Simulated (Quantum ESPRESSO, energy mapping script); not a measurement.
# MnS: J from the energies of magnetic orders, part 3 of 3

Wanted: the magnetic order of MnS, its couplings and an estimate of its ordering temperature, by PBE+U (4 eV), QE, GBRV.

PBE with U = 4 eV on Mn d, ortho-atomic projectors; plane waves, U on orthogonalised atomic orbitals unless named otherwise, collinear spin, no spin–orbit coupling.

So far. Step 10 (Run 9 (parallel; cell E, 6 atoms)): The run ends ferromagnetic. For each magnetic atom its energy differs from the parallel run of the first cell by 0.69 meV, an error that one common reference would have brought in. Step 11 (Order 10: uncompensated ++−, cell E of 6 atoms): The run ends ferrimagnetic, 28.05 meV a magnetic atom below the parallel order of its cell.

The database entry behind the starting cell differs from later determinations by our own check (an axis about 0.2 % short against later determinations), so it need not match the best structure at ambient conditions.

### 12. From energies to couplings

Each energy difference is a sum of couplings weighted by the pairs that the order reverses. A few near shells are fitted to the differences by least squares. Energies are those extrapolated to zero occupation width, not the free energies F.

The orders side by side; each is measured from the parallel order in the same cell and on the same mesh:

```
                      order  atoms  energy (meV a magnetic atom)  moments (μB)  moments kept as typed  opposed neighbours at 3.68, 5.21, 6.38 Å
         parallel in cell A      4                          0.00          4.51                    yes                                   0, 0, 0
   compensated +− in cell A      4                        -56.85          4.43                    yes                                  6, 6, 12
         parallel in cell B      4                          0.00          4.51                    yes                                   0, 0, 0
   compensated +− in cell B      4                        -21.44          4.48                    yes                                  8, 0, 16
         parallel in cell C      6                          0.00          4.51                    yes                                   0, 0, 0
uncompensated ++− in cell C      6                        -44.20  4.42 to 4.46                    yes                                  4, 4, 12
         parallel in cell D      6                          0.00          4.51                    yes                                   0, 0, 0
uncompensated ++− in cell D      6                        -39.76  4.43 to 4.47                    yes                             6.67, 2.67, 8
         parallel in cell E      6                          0.00          4.51                    yes                                   0, 0, 0
uncompensated ++− in cell E      6                        -28.05  4.46 to 4.48                    yes                            5.33, 1.33, 16
```

Couplings from the energies, with E = −Σ J e·e over ordered pairs:

| pair | distance (Å) | neighbours | J (meV) |
| --- | --- | --- | --- |
| Mn–Mn | 3.68 | 12 | -1.01 |
| Mn–Mn | 5.21 | 6 | -3.49 |
| Mn–Mn | 6.38 | 24 | -0.151 |
| Mn–Mn | 7.37 | 12 | -0.400 |

Adding the shell at 8.24 Å gives -0.86, -3.4, -0.13, -0.43 and -0.12 meV and a mean-field temperature of 118 K, an exact solve that tests nothing.

In mean field these couplings order at 125 K, at q = (0.50, 0.50, 0.50) in fractions of the conventional cell's reciprocal vectors, and give a Curie–Weiss temperature of -320 K.

### 13. Finite temperature

Mean field ignores fluctuations and overstates the ordering temperature, so the model is also sampled. The heat capacity peaks where order sets in.

Classical unit spins with these couplings on 8×8×4 copies of a cell that holds the lowest order (512 spins), heat-bath sweeps, cooled from random directions, 831 sweeps to settle and 2493 measured at each temperature, averaged over 8 runs.

```
T (K)  order along the lowest pattern  net moment  heat capacity (k_B a spin)
 15.0                            0.43        0.01                        1.04
 25.6                            0.46        0.01                        1.08
 41.6                            0.39        0.01                        1.19
 52.2                            0.33        0.01                        1.30
 62.9                            0.32        0.01                        1.54
 73.5                            0.25        0.02                        1.85
 78.9                            0.22        0.02                        1.85
 89.5                            0.15        0.02                        1.19
  100                            0.12        0.02                        0.67
  111                            0.10        0.02                        0.50
  127                            0.08        0.02                        0.35
  137                            0.08        0.02                        0.28
```

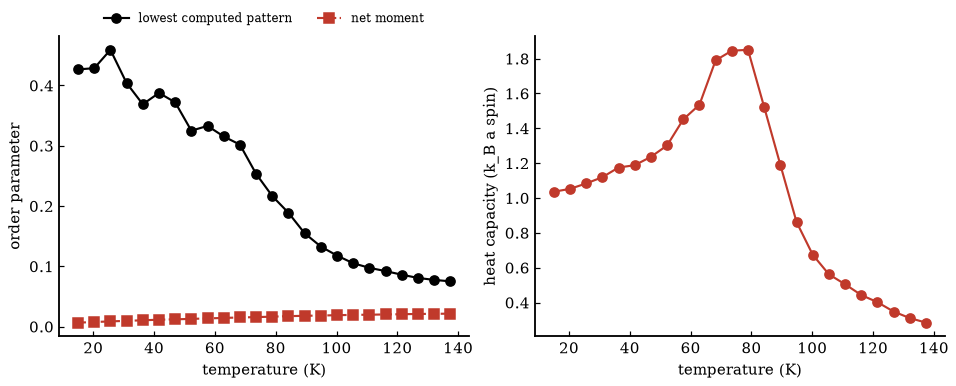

Order parameter and heat capacity against temperature.

The smoothed heat capacity peaks at 74 K. The order column follows one pattern alone; equivalent domains or another pattern share the rest.

### 14. Results

```json
{"lowest order tried": "compensated +− in cell A", "largest fitted value, Mn–Mn at 5.21 Å": "-3.49 meV", "ordering temperature, mean field": "125 K", "heat-capacity peak, Monte Carlo": "74 K"}
```

Of the orders tried, MnS prefers the order “compensated +− in cell A” under PBE+U (4 eV), QE, GBRV, with 6 of 12 neighbours at 3.68 Å, 6 of 6 neighbours at 5.21 Å and 12 of 24 neighbours at 6.38 Å opposed, and the heat capacity of the fitted model peaks near 74 K (Monte Carlo, classical spins). The largest fitted coupling is the Mn–Mn pair at 5.21 Å, antiferromagnetic at -3.5 meV, across a ligand at about 180°. The straight metal–ligand–metal path outweighs the right-angled one, the pattern expected of superexchange through one ligand p orbital, which these runs do not test. The orders also reverse pairs at 8.24 Å, which are not fitted, so the fitted values hold their part too. With 5 differences for 4 couplings the fit misses by 1.4 meV at most, a small part of the spread. In the fitted orders moments change by up to 2.0 % against the parallel run of the same cell, so their size stays put. Monte Carlo puts the peak at 0.59 of the mean-field temperature, since mean field leaves out fluctuations. In tests on simple cubic and body-centred models such peaks lay 5 to 6 % under the bulk value. On cooling, the order along the one computed pattern stays at or under 0.46: the model settles in an equivalent domain, a degenerate mixture or another order. The Curie–Weiss temperature is 4.3 times the peak temperature in size, a mark of frustration. The parallel order holds 5 μB a magnetic atom, spin 2.5; the common factor (S+1)/S would raise the classical 74 K to 104 K, a correction that often overshoots. The classical value and the one scaled by (S+1)/S differ by a factor of 1.4, so closeness of either to the measured temperature is partly a matter of convention.

Calculation against experiment:

```
                             quantity  measured  PBE+U (4 eV), QE, GBRV, Monte Carlo  PBE+U (4 eV), QE, GBRV, Monte Carlo × (S+1)/S
ordering temperature (spin model) (K)       150                         74 (-50.7 %)                                  104 (-30.9 %)
```

Measured values from arxiv:1108.4537 (2011).

**Verdict.** For the ordering temperature, of the levels listed nearest comes PBE+U (4 eV), QE, GBRV, Monte Carlo × (S+1)/S (-30.9 %, a clear miss) and farthest PBE+U (4 eV), QE, GBRV, Monte Carlo (-50.7 %, a clear miss). A U picked for its result is no test. No cell relaxation is part of this session.

[Logs and program files are shortened in this print: banners, set-up blocks, solver, clock and traceback lines can be left out without a mark of their own.]

[Logs are printed without paths, hosts, clocks, repeated set-up lines and the standing remarks that a program may print on its own settings, such as how far it seeks lower states.]

[Hosts, paths, dates, database ids (printed as entryN), source tags and the programs' standing remarks are cut or masked in the printed files.]

[Where a cell is said to come from a database of computed structures, the database is the Materials Project.]
